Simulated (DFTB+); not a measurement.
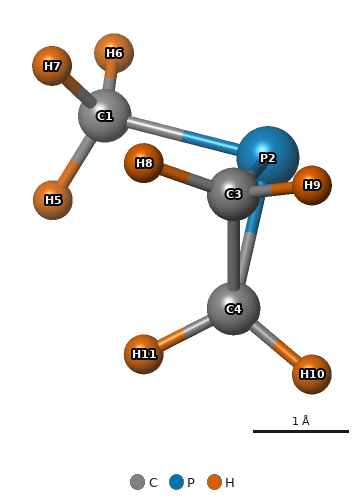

**Figure 1.** The structure as given in the input (ball-and-stick view, seen at an oblique angle; atoms are numbered from 1 in the order of the input).

**C3H7P (charge +1): energy and gradient calculation**

System: C3H7P, charge +1, multiplicity 2.
Method: DFTB3, U-SCC, dispersion D3(BJ) (DFTB+ 25.1).

The geometry is that of the parent species in another charge or spin state. The geometry comes from this level: GFN2-xTB.

**What the program printed**
```
|  DFTB+ development version (commit: a23bfb2)

Reading input file 'dftb_in.hsd'
Parser version: 14

--------------------------------------------------------------------------------
Reading SK-files:
./slakos/cc.spl
./slakos/cp.spl
./slakos/ch.spl
./slakos/pp.spl
./slakos/ph.spl
./slakos/hh.spl
Done.

Processed input in HSD format written to 'dftb_pin.hsd'

Starting initialization...
--------------------------------------------------------------------------------
WARNING!
-> Dipole printed for a charged system : origin dependent quantity
OpenMP threads:              1
Chosen random seed:          294682552
Current stacksize:           unlimited
Mode:                        Static calculation
Self consistent charges:     Yes
SCC-tolerance:                 0.100000E-07
Max. scc iterations:                    300
Shell resolved Hubbard:      No
Spin polarisation:           Yes
Nr. of up electrons:            12.000000
Nr. of down electrons:          11.000000
Periodic boundaries:         No
Electronic solver:           Relatively robust
Mixer:                       Broyden mixer
Mixing parameter:                  0.200000
Nr. of chrg. vec. in memory:            300
Max. SCC-cycles:                        300
Electronic temperature:              0.950045E-03 H      0.258520E-01 eV
Initial charges:             Set automatically (system chrg:   0.100E+01)
Included shells:             C:  s, p
                             P:  s, p, d
                             H:  s
s-dftd3 library version:     1.0.0
-> damping function:         rational damping
Spin coupling constants:     C   1(s)-1(s):  -0.230000E-01
                             C   1(s)-2(p):  -0.230000E-01
                             C   2(p)-1(s):  -0.230000E-01
                             C   2(p)-2(p):  -0.230000E-01
                             P   1(s)-1(s):  -0.150000E-01
                             P   1(s)-2(p):  -0.150000E-01
                             P   1(s)-3(d):  -0.150000E-01
                             P   2(p)-1(s):  -0.150000E-01
                             P   2(p)-2(p):  -0.150000E-01
                             P   2(p)-3(d):  -0.150000E-01
                             P   3(d)-1(s):  -0.150000E-01
                             P   3(d)-2(p):  -0.150000E-01
                             P   3(d)-3(d):  -0.150000E-01
                             H   1(s)-1(s):  -0.720000E-01
Full 3rd order correction    Yes
Damped SCC                   Yes
Damped species(s):           H
Extra options:
                             Mulliken analysis
                             Force calculation
Force type                   original

--------------------------------------------------------------------------------

***  Geometry step: 0

 iSCC Total electronic   Diff electronic      SCC error
    1   -0.93186471E+01    0.00000000E+00    0.57270490E+00
    2   -0.93000285E+01   -0.93186471E+01    0.28832860E+00
    3   -0.93249385E+01    0.18618682E-01    0.12771023E+00
    4   -0.93295755E+01   -0.24910046E-01    0.30701740E-01
    5   -0.93297322E+01   -0.46370193E-02    0.22108912E-01
    6   -0.93297780E+01   -0.15666545E-03    0.36513386E-02
    7   -0.93297868E+01   -0.45840080E-04    0.27988089E-02
    8   -0.93297789E+01   -0.87791797E-05    0.83327665E-03
    9   -0.93297839E+01    0.79206378E-05    0.84020842E-03
   10   -0.93297837E+01   -0.50032941E-05    0.41888196E-03
   11   -0.93297836E+01    0.18665450E-06    0.93082998E-04
   12   -0.93297835E+01    0.12403617E-06    0.83534464E-04
   13   -0.93297836E+01    0.55359422E-07    0.13724327E-04
   14   -0.93297836E+01   -0.83337278E-07    0.13907677E-04
   15   -0.93297836E+01    0.61309429E-08    0.27460271E-05
   16   -0.93297836E+01    0.30425396E-07    0.85677370E-06
   17   -0.93297836E+01    0.47392330E-08    0.64941960E-06
   18   -0.93297836E+01    0.28853364E-09    0.66780352E-07
   19   -0.93297836E+01    0.87730889E-09    0.12179902E-07
   20   -0.93297836E+01    0.12304824E-09    0.69608510E-08

Total Energy:                       -9.2025838424 H         -250.4150 eV
Extrapolated to 0K:                 -9.2032189540 H         -250.4323 eV
Total Mermin free energy:           -9.2038540656 H         -250.4496 eV
Force related energy:               -9.2038540656 H         -250.4496 eV

--------------------------------------------------------------------------------
--------------------------------------------------------------------------------
SCC                                    +       0.01 ( 83.6%)       0.03 ( 94.3%)
--------------------------------------------------------------------------------
Missing                                +       0.00 ( 16.4%)       0.00 (  5.7%)
Total                                  =       0.01 (100.0%)       0.04 (100.0%)
--------------------------------------------------------------------------------
```

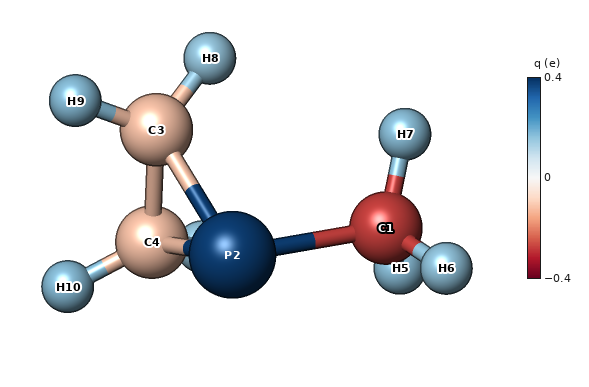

**Figure 2.** Mulliken charges, as the colour of each atom (ball-and-stick view, seen at a tilt; atoms are numbered from 1 in the order of the input). By element: C −0.27 to −0.11, P +0.38 and H +0.15 to +0.17 e.

This output came from the following input.

**Input file (dftb_in.hsd)**
```
# DFTB3 energy and gradient
Geometry = xyzFormat {
  <<< "input.xyz"
}
Hamiltonian = DFTB {
  SCC = Yes
  SlaterKosterFiles = Type2FileNames {
    Prefix = "slakos/"
    Separator = ""
    Suffix = ".spl"
    LowerCaseTypeName = Yes
  }
  MaxAngularMomentum = {
    C = "p"
    P = "d"
    H = "s"
  }
  ThirdOrderFull = Yes
  HubbardDerivs = {
    C = -0.1492
    P = -0.14
    H = -0.1857
  }
  HCorrection = Damping {
    Exponent = 4.0
  }
  Charge = 1
  SCCTolerance = 1e-08
  MaxSCCIterations = 300
  Filling = Fermi {
    Temperature [K] = 300
  }
  SpinPolarisation = Colinear {
    UnpairedElectrons = 1
  }
  SpinConstants = {
    ShellResolvedSpin = No
    C = -0.023
    P = -0.015
    H = -0.072
  }
  Dispersion = DftD3 {
    Damping = BeckeJohnson {
      a1 = 0.5719
      a2 = 3.6017
    }
    s6 = 1.0
    s8 = 0.5883
  }
}
Analysis = {
  PrintForces = Yes
}
Options = {
  WriteResultsTag = Yes
}
InputVersion = 25.1
```

**File input.xyz**
```
11

C     -0.959010     1.280880    -0.328080
P      0.626980     0.822160     0.544110
C      0.296600    -0.961780     0.880670
C      1.064960    -0.710050    -0.385560
H     -0.893780     1.068830    -1.393010
H     -1.115900     2.350270    -0.198820
H     -1.808150     0.753520     0.101140
H     -0.723040    -1.313010     0.794830
H      0.837460    -1.408040     1.704380
H      2.109360    -0.992180    -0.392110
H      0.564530    -0.890620    -1.327560
```

Launch command:
```bash
dftb+ > dftb.out
```

**Results in brief**

| quantity | value |
| --- | --- |
| outcome | converged |
| total energy | −9.203854 hartree |
| dispersion energy | −0.008937 hartree |
| basis functions | 28 |
| largest force | 2.054 eV/Å |
| hardware | 1 thread of AMD EPYC (Zen 5), 16 GiB of memory available, shared host |
| peak memory | 0.067 GiB |

**Notes**

The record of the run, not the program, notes: third-order terms on a second-order parameter set.
